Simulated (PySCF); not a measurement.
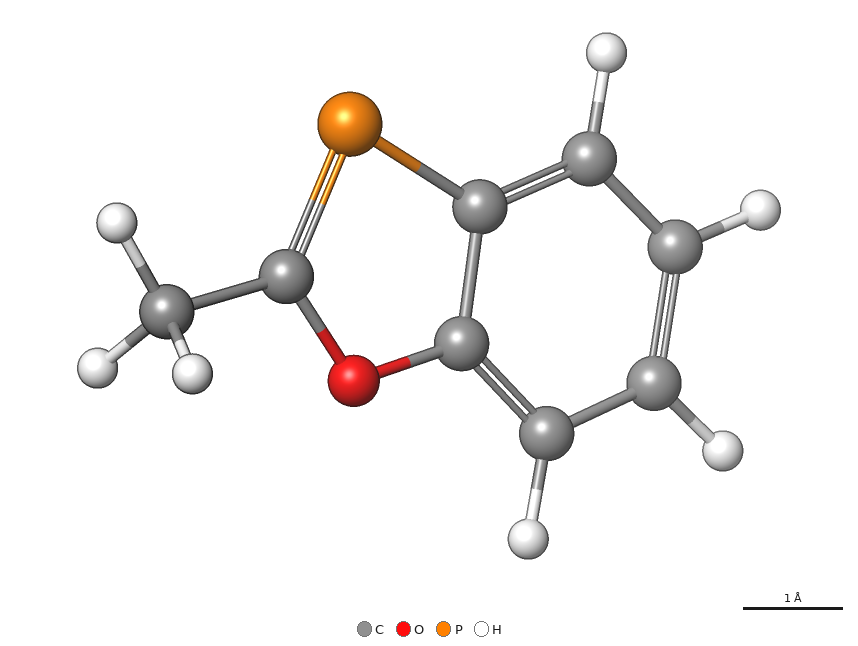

A ball-and-stick model of a molecule. Double and triple bonds are drawn as two and three sticks.

Identify the structure.

Formula C₈H₇OP. As SMILES it reads `Cc1oc2ccccc2p1`. Independent rings (smallest set): 1 of 5 members, 1 of 6 members, 2 of them aromatic. This geometry has Cs symmetry. Coordination: 1 C tetrahedral; 7 C trigonal planar; 1 O bent; 1 P bent.

More results for the same structure follow; atom numbers are the same in all pictures, views and colours differ. Computed geometry: PBE0-D3(BJ)/def2-SVP optimisation. No frequency run is at hand to confirm it as a minimum.

Dipole moment

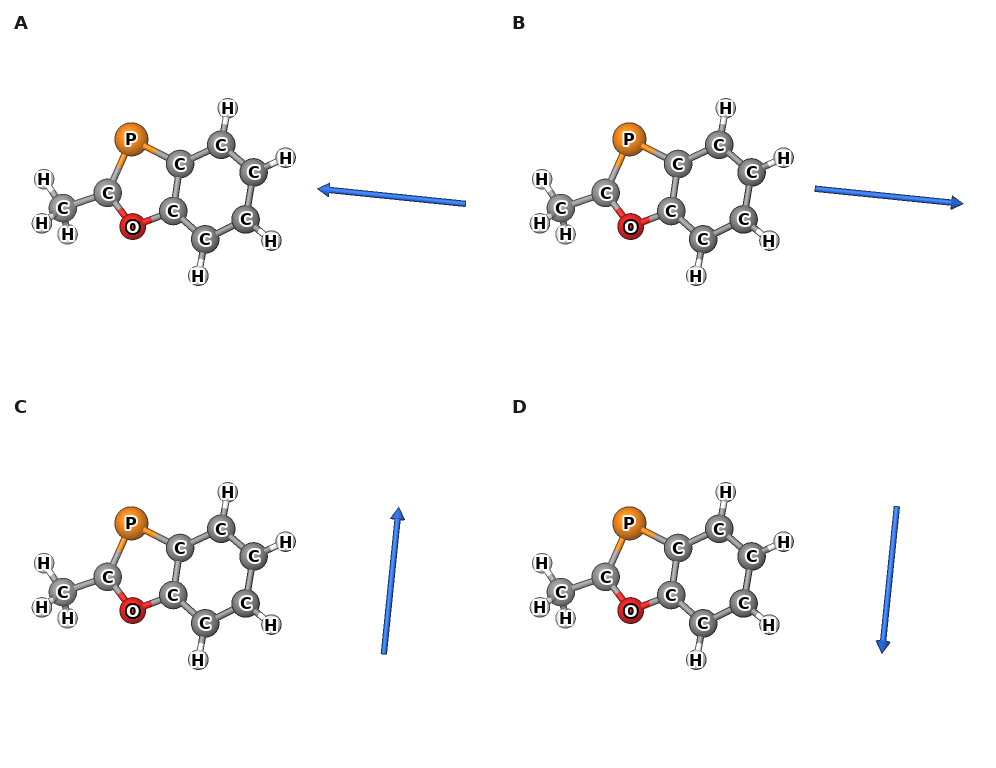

The same molecule four times, each with an arrow. No frequency run is at hand to confirm it as a minimum. Level of theory: PBE0/def2-SVPD, gas phase (PySCF 2.14.0).

Which arrow points along the dipole moment, from the negative to the positive end?

D. The dipole moment is 1.06 D.

NMR shielding

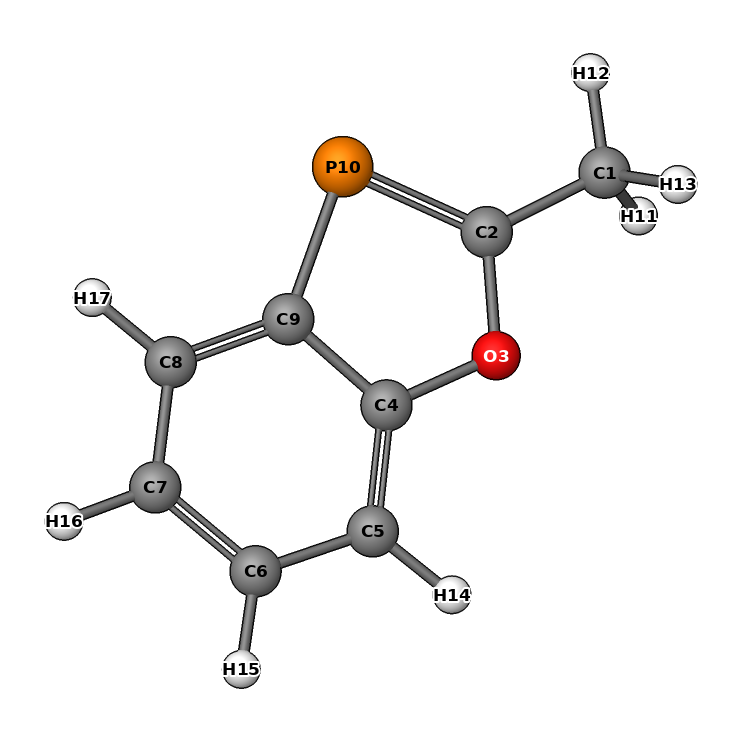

The questions are on isotropic NMR shieldings of the C atoms. No frequency run is at hand to confirm it as a minimum. Level of theory: GIAO ωB97X-D/pcSseg-1 NMR shielding, non-relativistic, gas phase (PySCF 2.14.0).

Which C atom is the most shielded (lowest chemical shift)?

C1 (163.2 ppm).

Which C atom is the least shielded (highest chemical shift)?

C2 (−28.8 ppm).

How wide is the range of C shifts?

192.0 ppm.

List the isotropic NMR shieldings of the C atoms.

```
atom  σ (ppm)
  C1    163.2
  C2    −28.8
  C4     19.7
  C5     65.0
  C6     51.5
  C7     55.4
  C8     48.4
  C9     39.2
```

Bond orders

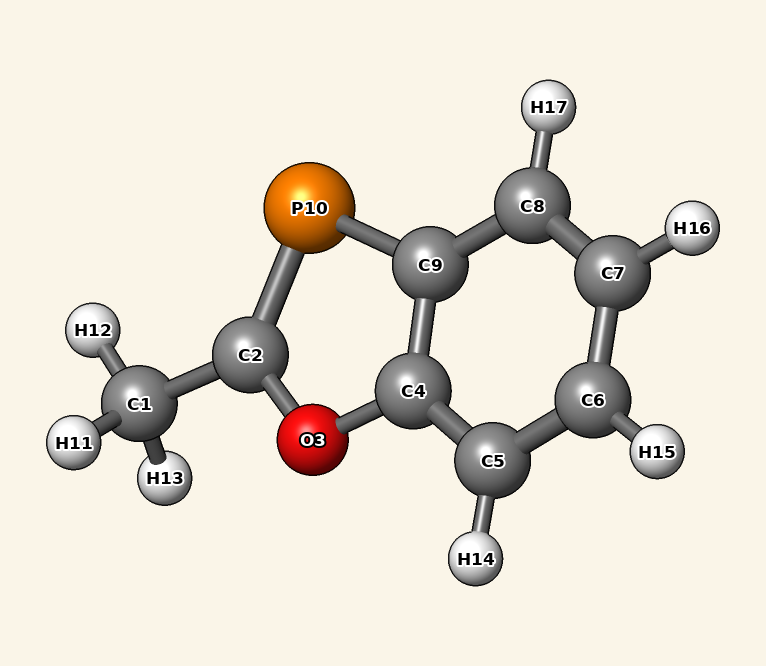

The thickness of each stick grows with its Mayer bond order. No frequency run is at hand to confirm it as a minimum. Method: PBE0/pcSseg-1 in benzene (IEF-PCM) (PySCF 2.14.0).

List the Mayer bond orders of C1–C2, C2–O3, C2–P10, O3–C4, C4–C5, C4–C9, C5–C6, C6–C7, C7–C8, C8–C9, C9–P10 (bonds between heavy atoms, one of each equivalent set).

```
  bond  Mayer order  length (Å)
 C1–C2         1.08       1.483
 C2–O3         1.04       1.350
C2–P10         1.53       1.715
 O3–C4         0.98       1.353
 C4–C5         1.39       1.393
 C4–C9         1.25       1.404
 C5–C6         1.47       1.389
 C6–C7         1.38       1.405
 C7–C8         1.50       1.388
 C8–C9         1.34       1.404
C9–P10         1.03       1.799
```

Excitation

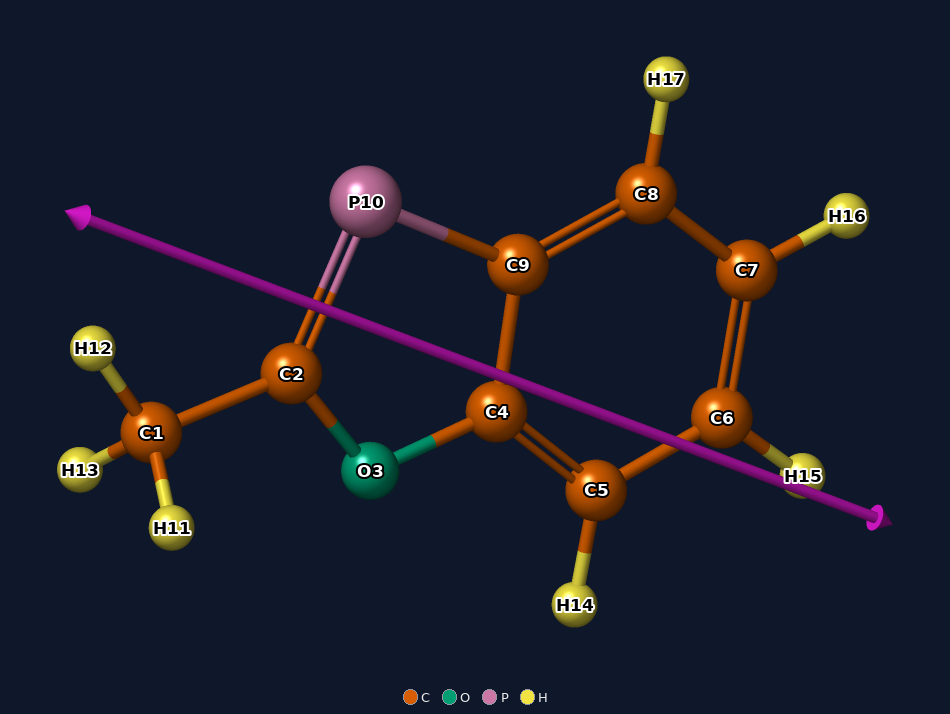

The double arrow shows the direction of the transition dipole to excited singlet state 4 (its length means nothing). No frequency run is at hand to confirm it as a minimum. Level of theory: TDDFT PBE0/def2-SVPD, vertical, IEF-PCM benzene (non-equilibrium linear response), core orbitals frozen in the response (PySCF 2.14.0).

How is the transition polarised?

Nearly parallel to the C9–P10 bond.

Where does the transition lie, and how strong is it?

5.52 eV (225 nm), oscillator strength 0.45, mainly HOMO → LUMO+2 (weight 0.53); transition dipole 4.64 D.
